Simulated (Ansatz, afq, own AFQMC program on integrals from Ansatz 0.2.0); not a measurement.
# BP2H (singlet): quantum Monte Carlo beside coupled cluster, cc-pVDZ

Aim: compute BP2H (singlet) with auxiliary-field quantum Monte Carlo on the same integrals as coupled cluster, and set the energies side by side.

Method: cc-pVDZ, frozen cores; program: Ansatz 0.2.0, Gaussian basis, and an in-house AFQMC program (afq) on its integrals; all values are calculated.

Plan: PBE (unrestricted); r2SCAN (unrestricted); PBE0 (unrestricted); B3LYP (unrestricted); wB97M-V (unrestricted); B2PLYP (unrestricted); CCSD(T) on RHF; CCSDT(Q) on RHF; CCSD(T) on RHF; CCSD(T) on RHF; Phaseless AFQMC, CISD trial on RHF; Phaseless AFQMC, single-determinant trial on RHF; UHF.

1 further run of the same task is left out (it didn't finish).

## Step 1: What is computed

The geometry is a PBE0/def2-TZVP stationary point (not a proven minimum).

4 atoms, charge 0, spin multiplicity 1.

Atoms are counted from 1 here; the program's logs count them from 0.

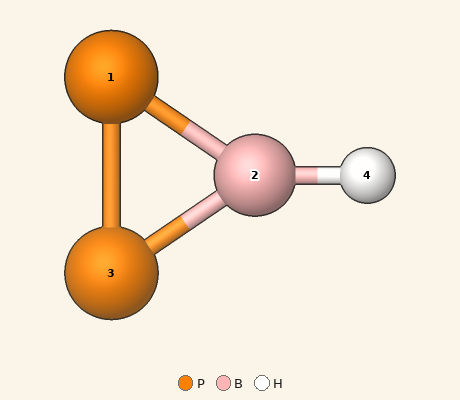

The geometry (phosphorus orange, boron pink, hydrogen white); atoms are numbered from 1 in the order of the file.

## Step 2: PBE (unrestricted)

Input file in.yaml:

```yaml
crystal:
  periodic: [false, false, false]
  atoms:
    - {symbol: P, position_ang: [0.000000, -0.258432, 1.034451]}
    - {symbol: B, position_ang: [0.000000, 1.253643, 0.000000]}
    - {symbol: P, position_ang: [0.000000, -0.258432, -1.034451]}
    - {symbol: H, position_ang: [0.000000, 2.436743, 0.000000]}
basis:
  gaussian: {orbitals: cc-pVDZ}
magnetization: {spin_polarized: true, initial_magnetization: 0}
hamiltonian: {xc: {name: PBE}}
output: {orbitals: {seedname: orbitals}}
```

Run with:

```console
$ ansatz run in.yaml --threads 1 --pin off --events-out ev --progress --plain --max-ram 1843MiB
```

Standard output:

```text
Functional definition: PBE
  name "PBE"
  cite "Perdew, Burke & Ernzerhof, Phys. Rev. Lett. 77, 3865 (1996) doi:10.1103/PhysRevLett.77.3865"
  parent pbe
  parameter kappa = 0.804
  parameter beta = 0.06672455060314922
  exchange = pbe_x(kappa = kappa, mu = beta*pi^2/3)
  correlation = pbe_c(beta = beta)
559 factors; integrals over basis functions are off by at most 1.1e-3 eV
mean field evaluation 1: about -19255.3274 eV, gradient 2.5e1 eV
mean field evaluation 2: about -19245.5398 eV, gradient 4.2e1 eV
mean field evaluation 4: about -19259.7442 eV, gradient 2.3e0 eV
mean field evaluation 8: about -19259.7808 eV, gradient 1.3e-2 eV
mean field evaluation 16: about -19257.8377 eV, gradient 2.8e-1 eV
mean field -19259.78080814 eV, -707.7838899510 hartree, gradient 3.1e-5 eV, S^2 0.000000; 3 other end points of the search recorded, 0 dependent functions left out
reference -19259.78083605 eV, -707.7838909763 hartree; 18, 18 occupied and 37, 37 virtual orbitals, 559 factors
Total energy: -19259.78083605 eV, -707.7838909763 hartree
```

It took 2.6 s on 1 thread of Arm Neoverse V2, shared host.

From the report: ⟨S²⟩ of the determinant 0.000 (pure singlet: 0.00).

## Step 3: r2SCAN (unrestricted)

Edit in.yaml of step 2 so:

```diff
@@ -10,3 +10,2 @@
 magnetization: {spin_polarized: true, initial_magnetization: 0}
-hamiltonian: {xc: {name: PBE}}
-output: {orbitals: {seedname: orbitals}}
+hamiltonian: {xc: {name: r2SCAN}}
```

The command is unchanged.

Standard output:

```text
Functional definition: r2SCAN
  name "r2SCAN"
  cite "Furness, Kaplan, Ning, Perdew & Sun, J. Phys. Chem. Lett. 11, 8208 (2020) doi:10.1021/acs.jpclett.0c02405"
  cite "Furness, Kaplan, Ning, Perdew & Sun, J. Phys. Chem. Lett. 11, 9248 (2020) doi:10.1021/acs.jpclett.0c03077"
  parent r2scan
  parameter k0 = 0.174
  parameter k1 = 0.065
  parameter a1 = 4.9479
  exchange = r2scan_x(k0 = k0, k1 = k1, a1 = a1)
  correlation = r2scan_c
559 factors; integrals over basis functions are off by at most 1.1e-3 eV
mean field evaluation 1: about -19264.2173 eV, gradient 2.2e1 eV
mean field evaluation 2: about -19258.4938 eV, gradient 3.4e1 eV
mean field evaluation 4: about -19267.5216 eV, gradient 1.5e0 eV
mean field evaluation 8: about -19267.5381 eV, gradient 3.5e-2 eV
mean field evaluation 16: about -19266.3563 eV, gradient 5.4e0 eV
mean field -19267.53810315 eV, -708.0689652842 hartree, gradient 8.6e-6 eV, S^2 0.000000; 1 other end points of the search recorded, 0 dependent functions left out
reference -19267.53811148 eV, -708.0689655903 hartree; 18, 18 occupied and 37, 37 virtual orbitals, 559 factors
Total energy: -19267.53811148 eV, -708.0689655903 hartree
```

Run time: 3.4 s. Hardware: 1 thread of Arm Neoverse V2, shared host.

From the report: ⟨S²⟩ of the determinant 0.000 (pure singlet: 0.00).

## Step 4: PBE0 (unrestricted)

Edit in.yaml of step 3 so:

```diff
@@ -10,2 +10,3 @@
 magnetization: {spin_polarized: true, initial_magnetization: 0}
-hamiltonian: {xc: {name: r2SCAN}}
+hamiltonian: {xc: {name: PBE0}}
+output: {orbitals: {seedname: orbitals}}
```

Same command.

Standard output:

```text
Functional definition: PBE0
  name "PBE0"
  cite "Adamo & Barone, J. Chem. Phys. 110, 6158 (1999) doi:10.1063/1.478522"
  cite "Perdew, Burke & Ernzerhof, Phys. Rev. Lett. 77, 3865 (1996) doi:10.1103/PhysRevLett.77.3865"
  parent pbe
  parameter a = 0.25
  parameter kappa = 0.804
  parameter beta = 0.06672455060314922
  exchange = (1 - a)*pbe_x(kappa = kappa, mu = beta*pi^2/3) + a*exact_x
  correlation = pbe_c(beta = beta)
559 factors; integrals over basis functions are off by at most 1.1e-3 eV
mean field evaluation 1: about -19259.2612 eV, gradient 1.7e1 eV
mean field evaluation 2: about -19257.5921 eV, gradient 2.2e1 eV
mean field evaluation 4: about -19261.3349 eV, gradient 7.5e-1 eV
mean field evaluation 8: about -19261.4806 eV, gradient 9.9e-3 eV
mean field evaluation 16: about -19261.4806 eV, gradient 5.1e-6 eV
mean field -19261.48057984 eV, -707.8463554086 hartree, gradient 4.6e-6 eV, S^2 0.000000; 1 other end points of the search recorded, 0 dependent functions left out
reference -19261.48060090 eV, -707.8463561825 hartree; 18, 18 occupied and 37, 37 virtual orbitals, 559 factors
Total energy: -19261.48060090 eV, -707.8463561825 hartree
```

Wall time 1.8 s (1 thread of Arm Neoverse V2, shared host).

From the report: ⟨S²⟩ of the determinant 0.000 (pure singlet: 0.00).

## Step 5: B3LYP (unrestricted)

Edit in.yaml of step 4 so:

```diff
@@ -10,3 +10,2 @@
 magnetization: {spin_polarized: true, initial_magnetization: 0}
-hamiltonian: {xc: {name: PBE0}}
-output: {orbitals: {seedname: orbitals}}
+hamiltonian: {xc: {name: B3LYP}}
```

The command is unchanged.

Standard output, cut to the lines that bear on the results:

```text
Functional definition: B3LYP
  name "B3LYP"
  cite "Stephens, Devlin, Chabalowski & Frisch, J. Phys. Chem. 98, 11623 (1994) doi:10.1021/j100096a001"
  cite "Becke, Phys. Rev. A 38, 3098 (1988) doi:10.1103/PhysRevA.38.3098"
  cite "Lee, Yang & Parr, Phys. Rev. B 37, 785 (1988) doi:10.1103/PhysRevB.37.785"
  cite "Vosko, Wilk & Nusair, Can. J. Phys. 58, 1200 (1980) doi:10.1139/p80-159"
[...]
559 factors; integrals over basis functions are off by at most 1.1e-3 eV
[...]
mean field -19270.36769472 eV, -708.1729508567 hartree, gradient 4.0e-5 eV, S^2 0.000000; 1 other end points of the search recorded, 0 dependent functions left out
reference -19270.36790563 eV, -708.1729586075 hartree; 18, 18 occupied and 37, 37 virtual orbitals, 559 factors
Total energy: -19270.36790563 eV, -708.1729586075 hartree
```

It took 1.9 s on 1 thread of Arm Neoverse V2, shared host.

From the report: ⟨S²⟩ of the determinant 0.000 (pure singlet: 0.00).

## Step 6: wB97M-V (unrestricted)

Edit in.yaml of step 5 so:

```diff
@@ -10,2 +10,3 @@
 magnetization: {spin_polarized: true, initial_magnetization: 0}
-hamiltonian: {xc: {name: B3LYP}}
+hamiltonian: {xc: {name: wB97M-V}}
+output: {orbitals: {seedname: orbitals}}
```

Same command.

Standard output, cut to the lines that bear on the results:

```text
Functional definition: wB97M-V
  name "wB97M-V"
  cite "Mardirossian & Head-Gordon, J. Chem. Phys. 144, 214110 (2016) doi:10.1063/1.4952647"
  cite "Becke, J. Chem. Phys. 107, 8554 (1997) doi:10.1063/1.475007"
  cite "Vydrov & Van Voorhis, J. Chem. Phys. 133, 244103 (2010) doi:10.1063/1.3521275"
  # Of w^i u^j: cxij and so on, Table III.
[...]
  gx(w, u) = 1 - cx + cx01*u + cx10*w
  gss(w, u) = css00 + css04*u^4 + css10*w + css20*w^2 + css43*w^4*u^3
  gos(w, u) = cos00 + cos10*w + (cos20 + cos21*u)*w^2 + (cos60 + cos61*u)*w^6
[...]
      + integral(e_c_pw_mod_opposite_spin*gos(b97_w_opposite, b97_u_opposite)) + vv10(b, c)
559 factors; integrals over basis functions are off by at most 1.1e-3 eV
169 factors; integrals over basis functions are off by at most 7.8e-6 eV
[...]
mean field -19268.09358537 eV, -708.0893788794 hartree, gradient 4.1e-6 eV, S^2 0.000000; 0 other end points of the search recorded, 0 dependent functions left out
reference -19268.09361707 eV, -708.0893800445 hartree; 18, 18 occupied and 37, 37 virtual orbitals, 559 factors
Total energy: -19268.09361707 eV, -708.0893800445 hartree
```

Run time: 8 s. Hardware: 1 thread of Arm Neoverse V2, shared host.

From the report: ⟨S²⟩ of the determinant 0.000 (pure singlet: 0.00).

## Step 7: B2PLYP (unrestricted)

Edit in.yaml of step 6 so:

```diff
@@ -10,3 +10,3 @@
 magnetization: {spin_polarized: true, initial_magnetization: 0}
-hamiltonian: {xc: {name: wB97M-V}}
-output: {orbitals: {seedname: orbitals}}
+hamiltonian: {xc: {name: B2PLYP}}
+correlation: {electrons: outside_noble_gas}
```

Launched as before.

Standard output, cut to the lines that bear on the results:

```text
Functional definition: B2PLYP
  name "B2PLYP"
  cite "Grimme, J. Chem. Phys. 124, 034108 (2006) doi:10.1063/1.2148954"
  cite "Becke, Phys. Rev. A 38, 3098 (1988) doi:10.1103/PhysRevA.38.3098"
  cite "Lee, Yang & Parr, Phys. Rev. B 37, 785 (1988) doi:10.1103/PhysRevB.37.785"
[...]
559 factors; integrals over basis functions are off by at most 1.1e-3 eV
[...]
mean field -19258.59483322 eV, -707.7403061765 hartree, gradient 1.2e-6 eV, S^2 0.000000; 4 other end points of the search recorded, 0 dependent functions left out
11 core orbitals not correlated: weight in the atoms' cores, before any rotation towards them, 1.000 or more for the frozen orbitals, at most 0.000 for the correlated occupied ones
reference -19258.59496848 eV, -707.7403111471 hartree; 7, 7 occupied and 37, 37 virtual orbitals, 559 factors
second order -10.56812119 eV of doubles, -0.00000000 eV of singles
Total energy: -19261.44836120 eV, -707.8451713955 hartree
```

Run time: 3 s. Hardware: 1 thread of Arm Neoverse V2, shared host.

From the report: ⟨S²⟩ of the determinant 0.000 (pure singlet: 0.00).

## Step 8: CCSD(T) on RHF

Edit in.yaml of step 7 so:

```diff
@@ -9,4 +9,3 @@
   gaussian: {orbitals: cc-pVDZ}
-magnetization: {spin_polarized: true, initial_magnetization: 0}
-hamiltonian: {xc: {name: B2PLYP}}
-correlation: {electrons: outside_noble_gas}
+magnetization: {spin_polarized: false}
+correlation: {method: ccsd_t, electrons: outside_noble_gas, hamiltonian_folder: ham}
```

Same command.

Standard output, cut to the lines that bear on the results:

```text
Functional definition: HF
  name "HF"
  cite "Fock, Z. Phys. 61, 126 (1930) doi:10.1007/BF01340294"
  parent pbe
[...]
559 factors; integrals over basis functions are off by at most 1.1e-3 eV
[...]
mean field -19230.99392655 eV, -706.7259915647 hartree, gradient 7.5e-6 eV, S^2 0.000000; 0 other end points of the search recorded, 0 dependent functions left out
11 core orbitals not correlated: weight in the atoms' cores, before any rotation towards them, 1.000 or more for the frozen orbitals, at most 0.000 for the correlated occupied ones
reference -19230.99392655 eV, -706.7259915647 hartree; 7, 7 occupied and 37, 37 virtual orbitals, 559 factors
second order -8.24724512 eV of doubles, -0.00000000 eV of singles
cycle   1  -8.63220377 eV  change   -3.8e-1 eV  update   8.5e-2
[...]
cycle   9  -8.99965593 eV  change    1.1e-5 eV  update   1.1e-5
perturbative correction -0.46373141 eV, -0.0170418151 hartree
Total energy: -19240.45731389 eV, -707.0737646350 hartree
```

Wall time 0.66 s (1 thread of Arm Neoverse V2, shared host).

From the report: correlation -9.4634 eV; T1 0.014; largest double amplitude 0.11.

This run also writes the integrals to the folder ham.

## Step 9: CCSDT(Q) on RHF

Edit in.yaml of step 8 so:

```diff
@@ -10,2 +10,2 @@
 magnetization: {spin_polarized: false}
-correlation: {method: ccsd_t, electrons: outside_noble_gas, hamiltonian_folder: ham}
+correlation: {method: ccsdt_q, electrons: outside_noble_gas}
```

Launched as before.

Standard output, cut to the lines that bear on the results:

```text
Functional definition: HF
  name "HF"
  cite "Fock, Z. Phys. 61, 126 (1930) doi:10.1007/BF01340294"
  parent pbe
[...]
1047 factors; integrals over basis functions are off by at most 2.2e-7 eV
[...]
mean field -19230.99397358 eV, -706.7259932931 hartree, gradient 6.9e-6 eV, S^2 0.000000; 0 other end points of the search recorded, 0 dependent functions left out
11 core orbitals not correlated: weight in the atoms' cores, before any rotation towards them, 1.000 or more for the frozen orbitals, at most 0.000 for the correlated occupied ones
reference -19230.99397358 eV, -706.7259932931 hartree; 7, 7 occupied and 37, 37 virtual orbitals, 1047 factors
second order -8.24728032 eV of doubles, -0.00000000 eV of singles
cycle   1  -8.63220292 eV  change   -3.8e-1 eV  update   1.1e-1
[...]
cycle  15  -9.48092156 eV  change   -1.0e-6 eV  update   6.5e-7
perturbative correction -0.04445376 eV, -0.0016336457 hartree
Total energy: -19240.51934890 eV, -707.0760443796 hartree
```

Wall time 14 s (1 thread of Arm Neoverse V2, shared host); peak memory 0.35 GiB.

From the report: correlation -9.5254 eV; T1 0.014; largest double amplitude 0.13.

[end of part 1 of 2]
